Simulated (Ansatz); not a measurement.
# Molecular dynamics, with input and output: BNH₆S (part 1 of 2)

System: BNH₆S.
Method: RKS BLYP-D4/pcseg-2 (Ansatz 0.2.0).

Figures and captions count atoms from 1; the log counts them from 0 in places.

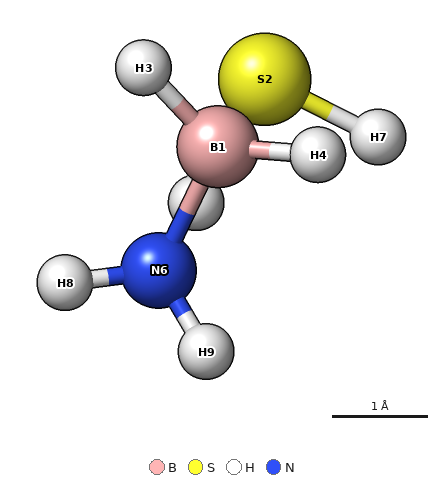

**Figure 1.** The starting structure (ball-and-stick view, seen at a tilt; atoms are numbered from 1 in the order of the input). Bond lengths as drawn: B–H 1.20 Å, B–N 1.53 Å, H–N 1.01 Å and H–S 1.34 to 1.50 Å.

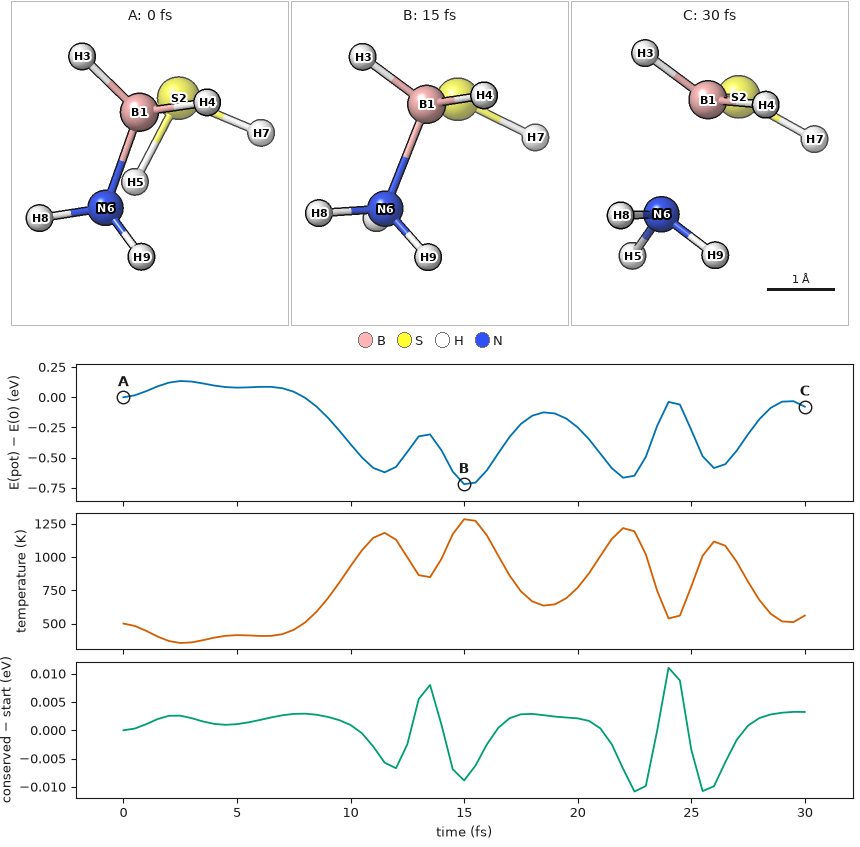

**Figure 2.** Frames of the molecular dynamics (ball-and-stick, seen at a tilt) above the curves, on which the letters mark them. The trajectory kept here has 61 frames over 30 fs. The temperature starts at 500 K, ranges from 354 to 1284 K and averages 859 K over the second half. The potential energy ends 0.078 eV below its first value. The conserved quantity stays within 0.022 eV. After an unweighted best fit of the last frame on the first, the root-mean-square displacement is 0.51 Å, and H5 has moved furthest (1.19 Å).

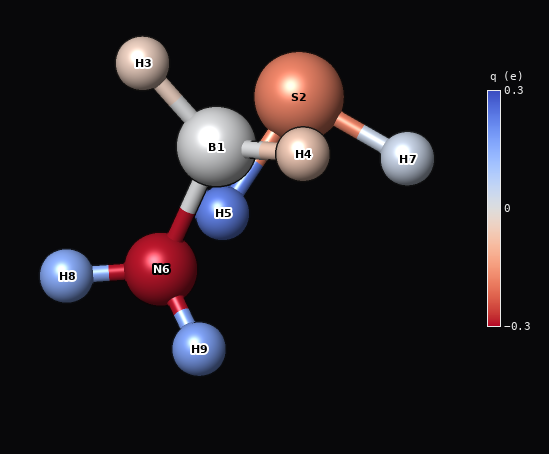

**Figure 3.** Mulliken charges, as the colour of each atom (ball-and-stick view, seen at a tilt; atoms are numbered from 1 in the order of the input). By element: B 0.00, S −0.18, H −0.06 to +0.22 and N −0.29 e.

The input that produced these results follows, with the program's output.

The input
```yaml
crystal:
  periodic: [false, false, false]
  atoms:
    - {symbol: B, position_ang: [-0.695065, 0.061302, -0.385306]}
    - {symbol: S, position_ang: [1.268651, 0.137832, -1.296300]}
    - {symbol: H, position_ang: [-1.243427, -0.759747, -1.065844]}
    - {symbol: H, position_ang: [-1.095408, 1.190706, -0.416357]}
    - {symbol: H, position_ang: [1.066833, -0.359937, 0.106042]}
    - {symbol: N, position_ang: [-0.180823, -0.452813, 0.957028]}
    - {symbol: H, position_ang: [1.597702, 1.371071, -0.878582]}
    - {symbol: H, position_ang: [-0.489443, -1.371571, 1.239712]}
    - {symbol: H, position_ang: [-0.229019, 0.183157, 1.739707]}
basis:
  gaussian: {orbitals: pcseg-2}
hamiltonian: {xc: {name: BLYP}, dispersion: d4}
md: {n_steps: 60, timestep: 0.5, temperature: 500, ensemble: nvt_nose_hoover, seed: 784, initial_velocities: maxwell_boltzmann}
```

Launched with:
```bash
ansatz run in.yaml --threads 2 --pin off --events-out ev --progress --plain --max-ram 4352MiB
```

Output
```
Functional definition: BLYP
  name "BLYP"
  cite "Becke, Phys. Rev. A 38, 3098 (1988) doi:10.1103/PhysRevA.38.3098"
  cite "Lee, Yang & Parr, Phys. Rev. B 37, 785 (1988) doi:10.1103/PhysRevB.37.785"
  parameter beta = 0.0042
  parameter a = 0.04918
  parameter b = 0.132
  parameter c = 0.2533
  parameter d = 0.349
  exchange = b88_x(beta = beta)
  correlation = lyp_c(a = a, b = b, c = c, d = d)
892 factors; their error is unknown
mean field evaluation 1: about -13086.4795 eV, gradient 7.8e1 eV
mean field evaluation 2: about -12978.9039 eV, gradient 1.8e2 eV
mean field evaluation 4: about -13098.7917 eV, gradient 2.0e1 eV
mean field evaluation 8: about -13099.8322 eV, gradient 1.5e-1 eV
mean field evaluation 16: about -13099.7778 eV, gradient 1.0e-2 eV
mean field -13099.77776753 eV, -481.4079536086 hartree, gradient 3.6e-5 eV, S^2 0.000000; 0 other end points of the search recorded, 0 dependent functions left out
the calculation of the forces begins
reference -13099.77812233 eV, -481.4079666470 hartree; 17, 17 occupied and 161, 161 virtual orbitals, 892 factors
md step     0: t =     0.00 fs  T =   500.0 K  F+E_penalty+E_count = -13100.10496861 eV  E_kin = 0.452410 eV  conserved = -13099.65255862 eV  (31 SCF iters)
these checks for a lower state are left out or cut short: starts, cluster_reference, orbital_swaps, neighbouring_geometries, increment
892 factors; their error is unknown
mean field -13099.76111047 eV, -481.4073414727 hartree, gradient 2.6e-5 eV, S^2 0.000000; 0 other end points of the search recorded, 0 dependent functions left out
the calculation of the forces begins
reference -13099.76146511 eV, -481.4073545054 hartree; 17, 17 occupied and 161, 161 virtual orbitals, 892 factors
md step     1: t =     0.50 fs  T =   482.1 K  F+E_penalty+E_count = -13100.08845761 eV  E_kin = 0.436207 eV  conserved = -13099.65225113 eV  (33 SCF iters, 3 dispersion substeps)
[... from here on the SCF iterations and repeated set-up lines of each step are left out, up to the last step ...]
md step     2: t =     1.00 fs  T =   445.3 K  F+E_penalty+E_count = -13100.05438379 eV  E_kin = 0.402903 eV  conserved = -13099.65148178 eV  (34 SCF iters, 3 dispersion substeps)
md step     3: t =     1.50 fs  T =   402.6 K  F+E_penalty+E_count = -13100.01485376 eV  E_kin = 0.364274 eV  conserved = -13099.65058332 eV  (34 SCF iters, 3 dispersion substeps)
md step     4: t =     2.00 fs  T =   368.9 K  F+E_penalty+E_count = -13099.98376938 eV  E_kin = 0.333782 eV  conserved = -13099.64999700 eV  (34 SCF iters, 3 dispersion substeps)
md step     5: t =     2.50 fs  T =   353.9 K  F+E_penalty+E_count = -13099.97021229 eV  E_kin = 0.320258 eV  conserved = -13099.64997408 eV  (34 SCF iters, 3 dispersion substeps)
md step     6: t =     3.00 fs  T =   358.4 K  F+E_penalty+E_count = -13099.97466285 eV  E_kin = 0.324282 eV  conserved = -13099.65041525 eV  (35 SCF iters, 3 dispersion substeps)
md step     7: t =     3.50 fs  T =   375.1 K  F+E_penalty+E_count = -13099.99036837 eV  E_kin = 0.339422 eV  conserved = -13099.65099976 eV  (34 SCF iters, 3 dispersion substeps)
md step     8: t =     4.00 fs  T =   394.3 K  F+E_penalty+E_count = -13100.00809155 eV  E_kin = 0.356736 eV  conserved = -13099.65143441 eV  (34 SCF iters, 3 dispersion substeps)
md step     9: t =     4.50 fs  T =   408.0 K  F+E_penalty+E_count = -13100.02064561 eV  E_kin = 0.369165 eV  conserved = -13099.65158854 eV  (34 SCF iters, 3 dispersion substeps)
md step    10: t =     5.00 fs  T =   413.1 K  F+E_penalty+E_count = -13100.02511203 eV  E_kin = 0.373782 eV  conserved = -13099.65147212 eV  (34 SCF iters, 3 dispersion substeps)
md step    11: t =     5.50 fs  T =   411.0 K  F+E_penalty+E_count = -13100.02287982 eV  E_kin = 0.371899 eV  conserved = -13099.65115997 eV  (34 SCF iters, 3 dispersion substeps)
md step    12: t =     6.00 fs  T =   406.8 K  F+E_penalty+E_count = -13100.01857149 eV  E_kin = 0.368053 eV  conserved = -13099.65073829 eV  (34 SCF iters, 3 dispersion substeps)
md step    13: t =     6.50 fs  T =   407.4 K  F+E_penalty+E_count = -13100.01867724 eV  E_kin = 0.368649 eV  conserved = -13099.65029123 eV  (34 SCF iters, 3 dispersion substeps)
md step    14: t =     7.00 fs  T =   420.6 K  F+E_penalty+E_count = -13100.03017378 eV  E_kin = 0.380581 eV  conserved = -13099.64990355 eV  (34 SCF iters, 3 dispersion substeps)
md step    15: t =     7.50 fs  T =   453.0 K  F+E_penalty+E_count = -13100.05913999 eV  E_kin = 0.409845 eV  conserved = -13099.64965936 eV  (34 SCF iters, 3 dispersion substeps)
md step    16: t =     8.00 fs  T =   508.7 K  F+E_penalty+E_count = -13100.10945142 eV  E_kin = 0.460255 eV  conserved = -13099.64962121 eV  (34 SCF iters, 3 dispersion substeps)
md step    17: t =     8.50 fs  T =   588.6 K  F+E_penalty+E_count = -13100.18187344 eV  E_kin = 0.532560 eV  conserved = -13099.64980732 eV  (34 SCF iters, 3 dispersion substeps)
md step    18: t =     9.00 fs  T =   689.9 K  F+E_penalty+E_count = -13100.27390234 eV  E_kin = 0.624278 eV  conserved = -13099.65019306 eV  (54 SCF iters, 3 dispersion substeps)
md step    19: t =     9.50 fs  T =   807.0 K  F+E_penalty+E_count = -13100.38031434 eV  E_kin = 0.730192 eV  conserved = -13099.65076492 eV  (34 SCF iters, 3 dispersion substeps)
md step    20: t =    10.00 fs  T =   931.3 K  F+E_penalty+E_count = -13100.49361084 eV  E_kin = 0.842691 eV  conserved = -13099.65162433 eV  (34 SCF iters, 3 dispersion substeps)
md step    21: t =    10.50 fs  T =  1050.5 K  F+E_penalty+E_count = -13100.60285812 eV  E_kin = 0.950522 eV  conserved = -13099.65307274 eV  (34 SCF iters, 3 dispersion substeps)
md step    22: t =    11.00 fs  T =  1144.1 K  F+E_penalty+E_count = -13100.68993636 eV  E_kin = 1.035218 eV  conserved = -13099.65543587 eV  (33 SCF iters, 3 dispersion substeps)
md step    23: t =    11.50 fs  T =  1181.0 K  F+E_penalty+E_count = -13100.72626027 eV  E_kin = 1.068613 eV  conserved = -13099.65827913 eV  (34 SCF iters, 3 dispersion substeps)
md step    24: t =    12.00 fs  T =  1130.1 K  F+E_penalty+E_count = -13100.68135961 eV  E_kin = 1.022573 eV  conserved = -13099.65926221 eV  (34 SCF iters, 3 dispersion substeps)
md step    25: t =    12.50 fs  T =   997.2 K  F+E_penalty+E_count = -13100.55703735 eV  E_kin = 0.902287 eV  conserved = -13099.65502416 eV  (33 SCF iters, 3 dispersion substeps)
md step    26: t =    13.00 fs  T =   863.6 K  F+E_penalty+E_count = -13100.42836757 eV  E_kin = 0.781385 eV  conserved = -13099.64703669 eV  (34 SCF iters, 3 dispersion substeps)
md step    27: t =    13.50 fs  T =   848.6 K  F+E_penalty+E_count = -13100.41252089 eV  E_kin = 0.767793 eV  conserved = -13099.64455103 eV  (33 SCF iters, 3 dispersion substeps)
md step    28: t =    14.00 fs  T =   985.0 K  F+E_penalty+E_count = -13100.54323191 eV  E_kin = 0.891223 eV  conserved = -13099.65155265 eV  (33 SCF iters, 3 dispersion substeps)
md step    29: t =    14.50 fs  T =  1172.0 K  F+E_penalty+E_count = -13100.72076885 eV  E_kin = 1.060479 eV  conserved = -13099.65945542 eV  (34 SCF iters, 3 dispersion substeps)
md step    30: t =    15.00 fs  T =  1283.6 K  F+E_penalty+E_count = -13100.82421508 eV  E_kin = 1.161449 eV  conserved = -13099.66142899 eV  (33 SCF iters, 3 dispersion substeps)
md step    31: t =    15.50 fs  T =  1271.6 K  F+E_penalty+E_count = -13100.81130236 eV  E_kin = 1.150554 eV  conserved = -13099.65879962 eV  (33 SCF iters, 3 dispersion substeps)
md step    32: t =    16.00 fs  T =  1162.8 K  F+E_penalty+E_count = -13100.70983040 eV  E_kin = 1.052147 eV  conserved = -13099.65506889 eV  (33 SCF iters, 3 dispersion substeps)
md step    33: t =    16.50 fs  T =  1010.6 K  F+E_penalty+E_count = -13100.56978569 eV  E_kin = 0.914372 eV  conserved = -13099.65213971 eV  (34 SCF iters, 3 dispersion substeps)
md step    34: t =    17.00 fs  T =   860.8 K  F+E_penalty+E_count = -13100.43318832 eV  E_kin = 0.778870 eV  conserved = -13099.65043221 eV  (32 SCF iters, 3 dispersion substeps)
md step    35: t =    17.50 fs  T =   741.9 K  F+E_penalty+E_count = -13100.32547636 eV  E_kin = 0.671310 eV  conserved = -13099.64972976 eV  (33 SCF iters, 3 dispersion substeps)
md step    36: t =    18.00 fs  T =   666.2 K  F+E_penalty+E_count = -13100.25736667 eV  E_kin = 0.602765 eV  conserved = -13099.64966368 eV  (34 SCF iters, 3 dispersion substeps)
md step    37: t =    18.50 fs  T =   635.0 K  F+E_penalty+E_count = -13100.22983554 eV  E_kin = 0.574538 eV  conserved = -13099.64988654 eV  (33 SCF iters, 3 dispersion substeps)
md step    38: t =    19.00 fs  T =   644.6 K  F+E_penalty+E_count = -13100.23926919 eV  E_kin = 0.583245 eV  conserved = -13099.65013929 eV  (32 SCF iters, 3 dispersion substeps)
md step    39: t =    19.50 fs  T =   690.5 K  F+E_penalty+E_count = -13100.28149273 eV  E_kin = 0.624802 eV  conserved = -13099.65030240 eV  (33 SCF iters, 3 dispersion substeps)
md step    40: t =    20.00 fs  T =   769.5 K  F+E_penalty+E_count = -13100.35363553 eV  E_kin = 0.696233 eV  conserved = -13099.65044954 eV  (33 SCF iters, 3 dispersion substeps)
md step    41: t =    20.50 fs  T =   878.0 K  F+E_penalty+E_count = -13100.45296465 eV  E_kin = 0.794452 eV  conserved = -13099.65090075 eV  (33 SCF iters, 3 dispersion substeps)
md step    42: t =    21.00 fs  T =  1007.4 K  F+E_penalty+E_count = -13100.57216197 eV  E_kin = 0.911541 eV  conserved = -13099.65222208 eV  (33 SCF iters, 3 dispersion substeps)
md step    43: t =    21.50 fs  T =  1135.1 K  F+E_penalty+E_count = -13100.69146549 eV  E_kin = 1.027092 eV  conserved = -13099.65503067 eV  (31 SCF iters, 3 dispersion substeps)
md step    44: t =    22.00 fs  T =  1217.2 K  F+E_penalty+E_count = -13100.77113242 eV  E_kin = 1.101326 eV  conserved = -13099.65935856 eV  (32 SCF iters, 3 dispersion substeps)
md step    45: t =    22.50 fs  T =  1192.8 K  F+E_penalty+E_count = -13100.75427620 eV  E_kin = 1.079237 eV  conserved = -13099.66338262 eV  (32 SCF iters, 3 dispersion substeps)
md step    46: t =    23.00 fs  T =  1019.9 K  F+E_penalty+E_count = -13100.59807761 eV  E_kin = 0.922843 eV  conserved = -13099.66240089 eV  (34 SCF iters, 3 dispersion substeps)
md step    47: t =    23.50 fs  T =   745.8 K  F+E_penalty+E_count = -13100.34123638 eV  E_kin = 0.674825 eV  conserved = -13099.65259598 eV  (33 SCF iters, 3 dispersion substeps)
md step    48: t =    24.00 fs  T =   538.5 K  F+E_penalty+E_count = -13100.14330622 eV  E_kin = 0.487257 eV  conserved = -13099.64150419 eV  (32 SCF iters, 3 dispersion substeps)
md step    49: t =    24.50 fs  T =   559.4 K  F+E_penalty+E_count = -13100.16508692 eV  E_kin = 0.506171 eV  conserved = -13099.64374280 eV  (32 SCF iters, 3 dispersion substeps)
md step    50: t =    25.00 fs  T =   777.3 K  F+E_penalty+E_count = -13100.37519799 eV  E_kin = 0.703303 eV  conserved = -13099.65595145 eV  (33 SCF iters, 3 dispersion substeps)
md step    51: t =    25.50 fs  T =  1008.7 K  F+E_penalty+E_count = -13100.59298640 eV  E_kin = 0.912683 eV  conserved = -13099.66330523 eV  (53 SCF iters, 3 dispersion substeps)
md step    52: t =    26.00 fs  T =  1116.2 K  F+E_penalty+E_count = -13100.69070430 eV  E_kin = 1.009952 eV  conserved = -13099.66245088 eV  (32 SCF iters, 3 dispersion substeps)
md step    53: t =    26.50 fs  T =  1084.1 K  F+E_penalty+E_count = -13100.65884701 eV  E_kin = 0.980944 eV  conserved = -13099.65819141 eV  (33 SCF iters, 3 dispersion substeps)
md step    54: t =    27.00 fs  T =   964.2 K  F+E_penalty+E_count = -13100.54773949 eV  E_kin = 0.872401 eV  conserved = -13099.65426080 eV  (33 SCF iters, 3 dispersion substeps)
md step    55: t =    27.50 fs  T =   814.6 K  F+E_penalty+E_count = -13100.41111493 eV  E_kin = 0.737078 eV  conserved = -13099.65173356 eV  (33 SCF iters, 3 dispersion substeps)
md step    56: t =    28.00 fs  T =   676.5 K  F+E_penalty+E_count = -13100.28586004 eV  E_kin = 0.612113 eV  conserved = -13099.65039433 eV  (33 SCF iters, 3 dispersion substeps)
md step    57: t =    28.50 fs  T =   573.0 K  F+E_penalty+E_count = -13100.19250062 eV  E_kin = 0.518501 eV  conserved = -13099.64975584 eV  (33 SCF iters, 3 dispersion substeps)
md step    58: t =    29.00 fs  T =   515.9 K  F+E_penalty+E_count = -13100.14127288 eV  E_kin = 0.466797 eV  conserved = -13099.64945072 eV  (33 SCF iters, 3 dispersion substeps)
md step    59: t =    29.50 fs  T =   510.8 K  F+E_penalty+E_count = -13100.13723821 eV  E_kin = 0.462170 eV  conserved = -13099.64930349 eV  (34 SCF iters, 3 dispersion substeps)
these checks for a lower state are left out or cut short: starts, cluster_reference, orbital_swaps, neighbouring_geometries, increment
892 factors; their error is unknown
mean field -13099.86188271 eV, -481.4110447842 hartree, gradient 2.6e-5 eV, S^2 0.000000; 0 other end points of the search recorded, 0 dependent functions left out
the calculation of the forces begins
reference -13099.86224311 eV, -481.4110580286 hartree; 17, 17 occupied and 161, 161 virtual orbitals, 892 factors
892 factors; their error is unknown
mean field evaluation 512: about -13099.8619 eV, gradient 8.0e-2 eV
mean field -13099.86188271 eV, -481.4110447842 hartree, gradient 2.6e-5 eV, S^2 0.000000; 1 other end points of the search recorded, 0 dependent functions left out
the calculation of the forces begins
reference -13099.86224311 eV, -481.4110580286 hartree; 17, 17 occupied and 161, 161 virtual orbitals, 892 factors
md step    60: t =    30.00 fs  T =   560.3 K  F+E_penalty+E_count = -13100.18285223 eV  E_kin = 0.507000 eV  conserved = -13099.64931480 eV  (52 SCF iters, 3 dispersion substeps)
Total energy: -13100.18321263 eV, -481.4228534409 hartree
Atom 0 at    -0.465579     0.091571    -0.640981 Å, force    -0.959412    -0.190804     1.546732 eV/Å
Atom 1 at     1.184075     0.170339    -1.309136 Å, force     1.330113    -0.729990    -1.650121 eV/Å
Atom 2 at    -1.080360    -0.794740    -1.137522 Å, force    -0.278924    -0.199605    -0.039690 eV/Å
Atom 3 at    -1.064161     1.122637    -0.355248 Å, force     0.212460    -0.372235    -0.179600 eV/Å
Atom 4 at     0.896642    -1.148072     1.363623 Å, force    -3.932844     1.892231    -1.282937 eV/Å
Atom 5 at    -0.138736    -0.523771     1.078269 Å, force     3.398438     0.072656     1.335742 eV/Å
Atom 6 at     1.525530     1.311716    -0.783362 Å, force     0.561807     1.274128     0.480067 eV/Å
Atom 7 at    -0.984250    -0.947459     1.422706 Å, force    -0.383742    -0.968134     0.474536 eV/Å
Atom 8 at    -0.042077     0.337109     1.679899 Å, force     0.052105    -0.778247    -0.684729 eV/Å
Dipole moment:    -0.034781    -0.144983     1.015763 e Å
```
